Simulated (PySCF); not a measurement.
Methanol, SMILES CO (CH4O), singlet at its CAM-B3LYP/def2-SVP optimised geometry (Å):

```
6

C     -0.1540     0.3803     0.0000
O      0.2903    -0.9482     0.0000
H      0.1654     0.9463     0.8965
H     -1.2536     0.3655    -0.0036
H      0.1712     0.9482    -0.8932
H      1.2536    -0.9482     0.0000
```

Method: CAM-B3LYP/def2-TZVP in PySCF.

Map of the electron localisation function on the plane z = 1.5 Å:

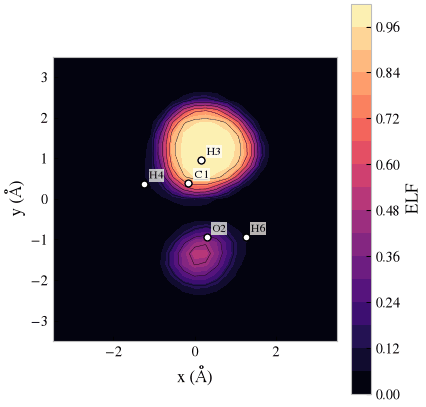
*Electron localisation function on the plane z = 1.5 Å.*
